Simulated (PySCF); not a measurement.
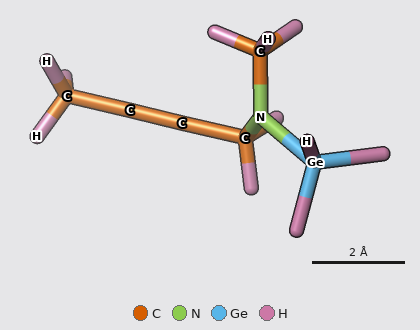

Fig. 1: The input geometry (stick view, seen at a tilt). Sticks mark near contacts. Bond lengths as drawn: C–C 1.21 to 1.47 Å, C–H 1.10 to 1.11 Å, C–N 1.44 to 1.45 Å, Ge–H 1.54 to 1.55 Å and Ge–N 1.84 Å.

## Spin–spin coupling calculation of C$_{5}$H$_{11}$GeN

System: C$_{5}$H$_{11}$GeN.
Method: B3LYP/pcJ-1 Ge:pcSseg-1 indirect spin-spin coupling, non-relativistic, gas phase (PySCF 2.14.0).

The geometry comes from this level: PBE0-D3(BJ)/def2-SVP. It belongs to a series of runs on one base structure; here: H on C replaced by propynyl.

**What the program printed**
```
coarse grid: 65632 points
cycle   1  E = -2328.5821980458  dE = -9.732e-02  |g| = 1.013e+00  |ddm| = 3.730e+00
cycle   2  E = -2328.5104943422  dE =  7.170e-02  |g| = 1.144e+00  |ddm| = 1.416e+00
cycle   3  E = -2328.6709461127  dE = -1.605e-01  |g| = 2.272e-01  |ddm| = 1.006e+00
cycle   4  E = -2328.6798411671  dE = -8.895e-03  |g| = 9.744e-02  |ddm| = 2.538e-01
cycle   5  E = -2328.6814652592  dE = -1.624e-03  |g| = 3.784e-02  |ddm| = 9.345e-02
cycle   6  E = -2328.6817934245  dE = -3.282e-04  |g| = 9.238e-03  |ddm| = 2.981e-02
cycle   7  E = -2328.6818116069  dE = -1.818e-05  |g| = 1.325e-03  |ddm| = 8.973e-03
cycle   8  E = -2328.6818120011  dE = -3.942e-07  |g| = 3.932e-04  |ddm| = 1.592e-03
final grid: 139168 points
cycle   9  E = -2328.6817879468  dE = -6.953e-08  |g| = 4.335e-04  |ddm| = 2.815e-03
cycle  10  E = -2328.6817879269  dE =  1.995e-08  |g| = 5.228e-04  |ddm| = 7.056e-04
cycle  11  E = -2328.6817879892  dE = -6.232e-08  |g| = 1.057e-04  |ddm| = 3.894e-04
cycle  12  E = -2328.6817879918  dE = -2.605e-09  |g| = 1.765e-05  |ddm| = 8.044e-05
cycle  13  E = -2328.6817879919  dE = -6.503e-11  |g| = 6.689e-06  |ddm| = 1.823e-05
```

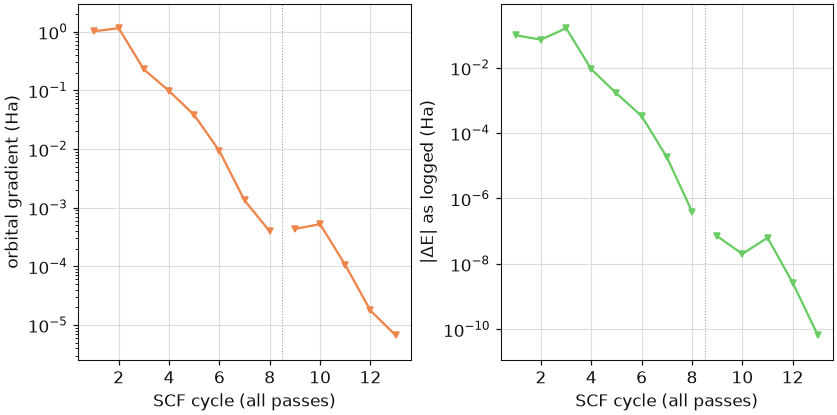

Fig. 2: Convergence of the self-consistent field: orbital gradient and size of the energy change against the SCF cycle. The dotted line marks the change from a coarse to the final integration grid. The first 8 cycles use a coarse grid, the final grid takes over at cycle 9, and the field converges after 13 cycles in all.

```
converged SCF energy = -2328.6817879919

Indirect spin-spin couplings (Hz)
  i      j    bonds     total        FC       PSO       DSO        SD
  0 C    1 C    1     77.964    79.438    -1.646     0.172         -
  0 C    2 C    2     12.611    12.924    -0.188    -0.126         -
  0 C    3 C    3      1.441     1.446     0.043    -0.049         -
  0 C    4 N    4      0.571     0.575    -0.007     0.004    -0.001
  0 C    7 H    1    138.036   136.316     1.177     0.542         -
  0 C    8 H    1    137.511   135.782     1.187     0.542         -
  0 C    9 H    1    136.858   135.119     1.193     0.546         -
  0 C   10 H    4     -1.737    -1.752     0.192    -0.177         -
  0 C   11 H    4     -1.551    -1.556     0.192    -0.187         -
  1 C    2 C    1    197.141   188.894     8.081     0.166         -
  1 C    3 C    2     13.160    13.375    -0.126    -0.089         -
  1 C    4 N    3     -1.630    -1.704     0.073     0.002    -0.001
  1 C    7 H    2    -10.831   -10.728     0.093    -0.196         -
  1 C    8 H    2    -10.676   -10.573     0.093    -0.196         -
  1 C    9 H    2    -10.793   -10.708     0.101    -0.186         -
  1 C   10 H    3      4.591     4.168     0.712    -0.289         -
  1 C   11 H    3      4.658     4.250     0.707    -0.298         -
  1 C   14 H    5      0.383     0.560    -0.411     0.234         -
  2 C    3 C    1     82.046    83.399    -1.622     0.269         -
  2 C    4 N    2     -1.514    -1.666     0.159    -0.041     0.034
  2 C    5 C    3      0.664     0.652    -0.032     0.044         -
  2 C    7 H    3      5.314     5.016     0.658    -0.360         -
  2 C    8 H    3      5.550     5.243     0.672    -0.365         -
  2 C    9 H    3      5.535     5.223     0.673    -0.361         -
  2 C   10 H    2    -11.457   -11.454    -0.068     0.066         -
  2 C   11 H    2     -6.050    -6.009    -0.085     0.044         -
  2 C   12 H    4      1.260     1.193     0.092    -0.025         -
  2 C   14 H    4      0.485     0.308    -0.286     0.463         -
  2 C   16 H    4      0.432     0.583     0.157    -0.308         -
  2 C   17 H    4      0.938     1.078     0.182    -0.321         -
  3 C    4 N    1     -8.587    -8.182     0.323    -0.150    -0.578
  3 C    5 C    2      0.236     0.452    -0.239     0.022         -
  3 C    7 H    4     -1.904    -1.914     0.164    -0.154         -
  3 C    8 H    4     -1.821    -1.828     0.160    -0.153         -
  3 C    9 H    4     -1.501    -1.500     0.162    -0.163         -
  3 C   10 H    1    139.982   138.436     0.387     1.159         -
  3 C   11 H    1    140.861   139.389     0.362     1.111         -
  3 C   12 H    3      1.522     1.455    -0.002     0.069         -
  3 C   13 H    3     12.896    12.877     0.456    -0.437         -
  3 C   14 H    3      2.920     2.878    -0.076     0.119         -
  3 C   15 H    3      1.309     1.291    -0.077     0.094         -
  3 C   16 H    3      7.569     8.036     0.256    -0.723         -
  3 C   17 H    3     -1.189    -0.999     0.055    -0.246         -
  4 N    5 C    1     -7.798    -7.531     0.402    -0.136    -0.533
  4 N    7 H    5     -0.409    -0.389    -0.041     0.022    -0.001
  4 N    8 H    5     -1.167    -1.146    -0.056     0.036    -0.001
  4 N    9 H    5     -2.362    -2.342    -0.018    -0.007     0.005
  4 N   10 H    2     -0.994    -0.711    -0.156    -0.114    -0.013
  4 N   11 H    2     -0.047     0.194    -0.200    -0.061     0.021
  4 N   12 H    2      0.300     0.535    -0.206    -0.038     0.010
  4 N   13 H    2     -2.474    -2.216    -0.152    -0.085    -0.021
  4 N   14 H    2     -1.529    -1.271    -0.181    -0.068    -0.009
  4 N   15 H    2     -7.554    -7.782     0.017     0.186     0.025
  4 N   16 H    2     -8.788    -9.004     0.005     0.188     0.023
  4 N   17 H    2     -1.292    -1.510    -0.084     0.278     0.024
  5 C   10 H    3     10.273    10.258     0.483    -0.469         -
  5 C   11 H    3      3.016     2.912     0.019     0.085         -
  5 C   12 H    1    136.475   134.918     0.668     0.888         -
  5 C   13 H    1    138.096   136.487     0.700     0.909         -
  5 C   14 H    1    143.965   142.563     0.524     0.878         -
  5 C   15 H    3      6.458     6.938     0.292    -0.772         -
  5 C   16 H    3      0.506     0.515    -0.006    -0.002         -
  5 C   17 H    3     -0.928    -0.766     0.077    -0.239         -
  7 H    8 H    2    -17.467   -17.537     2.807    -2.737         -
  7 H    9 H    2    -18.074   -18.148     2.782    -2.708         -
  7 H   10 H    5      6.416     6.384     0.346    -0.314         -
  7 H   11 H    5      3.704     3.721     0.808    -0.825         -
  7 H   16 H    7     -0.194    -0.003     0.290    -0.482         -
  7 H   17 H    7     -0.338    -0.004     0.410    -0.744         -
  8 H    9 H    2    -18.151   -18.223     2.782    -2.710         -
  8 H   10 H    5      1.372     1.352     0.687    -0.667         -
  8 H   11 H    5      5.236     5.242     0.338    -0.344         -
  8 H   16 H    7     -0.166     0.048     0.435    -0.649         -
  8 H   17 H    7     -0.163     0.082     0.399    -0.644         -
  9 H   10 H    5      3.164     3.157     0.835    -0.828         -
  9 H   11 H    5      0.745     0.765     0.739    -0.759         -
  9 H   17 H    7     -0.216     0.122     0.399    -0.737         -
 10 H   11 H    2    -18.552   -19.111     1.752    -1.193         -
 10 H   12 H    4     -0.362    -0.412     1.496    -1.446         -
 10 H   13 H    4      1.630     1.748     1.838    -1.956         -
 10 H   15 H    4      0.629    -0.546    -1.528     2.703         -
 10 H   16 H    4     -0.419     1.729     0.929    -3.077         -
 10 H   17 H    4     -0.725     0.032     0.105    -0.861         -
 11 H   12 H    4      1.644     1.343    -1.157     1.457         -
 11 H   13 H    4     -0.549    -0.600     1.589    -1.539         -
 11 H   14 H    4      1.616     1.504     0.347    -0.235         -
 11 H   15 H    4     -0.341    -0.073     0.655    -0.923         -
 11 H   16 H    4     -1.131     0.327     1.169    -2.627         -
 11 H   17 H    4      0.728     0.698    -0.142     0.172         -
 12 H   13 H    2    -11.694   -12.186     2.279    -1.787         -
 12 H   14 H    2    -10.453   -10.797     2.159    -1.815         -
 12 H   15 H    4     -1.659    -0.152     1.152    -2.659         -
 12 H   16 H    4     -0.255     0.120     0.673    -1.048         -
 12 H   17 H    4      0.948     0.822    -0.221     0.347         -
 13 H   14 H    2    -15.259   -15.658     2.192    -1.793         -
 13 H   15 H    4     -0.184     1.880     0.999    -3.063         -
 13 H   16 H    4      0.698    -0.292    -1.226     2.217         -
 13 H   17 H    4     -0.572     0.118     0.225    -0.915         -
 14 H   15 H    4      1.472     2.348     1.120    -1.996         -
 14 H   17 H    4      0.173     0.812     1.212    -1.851         -
 15 H   16 H    2     11.036    14.595     1.123    -4.682         -
 15 H   17 H    2     22.046    25.166     1.002    -4.122         -
 16 H   17 H    2     23.340    26.411     0.999    -4.070         -
```

The run was set up as follows.

**Input**
```
{"job": {"kind": "j", "xc": "B3LYP", "basis": "pcJ-1"}, "charge": 0, "multiplicity": 1}
C      3.578564    -0.481666    -0.798325
C      2.211232    -0.605660    -0.319763
C      1.072030    -0.720468     0.078888
C     -0.307484    -0.838675     0.562348
N     -1.282068    -0.281023    -0.350598
C     -1.175378     1.144121    -0.541489
Ge    -2.937685    -1.068222    -0.471261
H      3.962208    -1.445732    -1.168102
H      4.252220    -0.135266     0.001199
H      3.643423     0.242432    -1.625632
H     -0.530590    -1.908419     0.718004
H     -0.361334    -0.370192     1.570944
H     -1.376912     1.731505     0.380203
H     -1.882053     1.481285    -1.315482
H     -0.160155     1.408918    -0.884751
H     -2.706119    -2.589186    -0.490981
H     -3.578372    -0.566691    -1.776946
H     -3.876966    -0.713117     0.712510
```

The first line tells a small driver script what to run in PySCF; the rest is the geometry in Å.

Launch command:
```bash
OMP_NUM_THREADS=1 python <driver script> task.json out
```

**Results in brief**

| quantity | value |
| --- | --- |
| outcome | converged |
| total energy | −2328.681788 hartree |
| HOMO | −6.04 eV |
| LUMO | 0.30 eV |
| dipole moment | 0.65 D |
| hardware | 1 CPU thread, shared host |
| wall time | 4.1 min |
| peak memory | 1.4 GiB |

**Remarks**

Spin–orbit coupling is left out, which matters for the heavy atoms.
